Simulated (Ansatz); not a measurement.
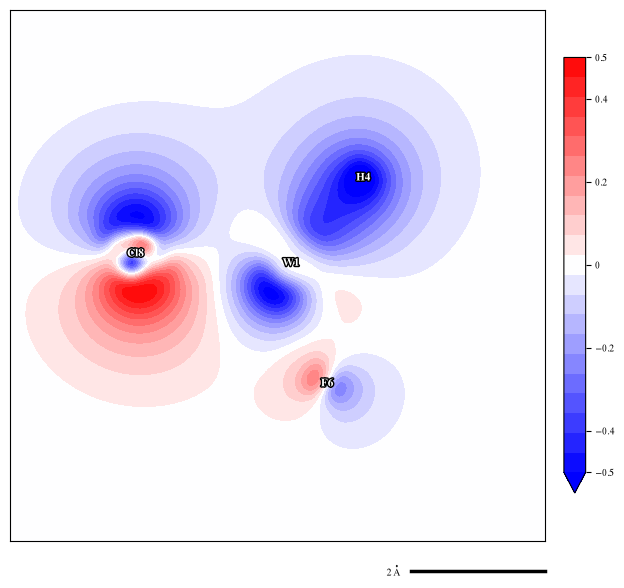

Figure 1: ClFH4W···H2. The HOMO−1 on the plane of atoms H4, W1 and Cl8 (values in Å⁻³ᐟ²; the overall sign is arbitrary).

Core potentials replace the inner electrons of W.

The calculation used RHF/def2-SVP (Ansatz 0.2.0).

```xyz
9

W     0.2822   -0.3329   -0.5061
H    -0.1701   -1.0616    3.3325
H     0.9183    1.0041    0.2309
H    -0.0100    1.0896   -1.3124
H    -0.7441    0.7317    0.2223
F    -1.0759   -1.5109    0.0132
H     0.3514   -0.3934   -2.1836
Cl    2.3445   -1.1562    0.1343
H     0.5765   -1.0927    3.3432
```

Where does this orbital lie, and at what energy?

Its weight (Hirshfeld) is mainly on Cl8 (about 40 %), W1 (about 30 %) and H4 (about 15 %). Its energy is −12.52 eV.
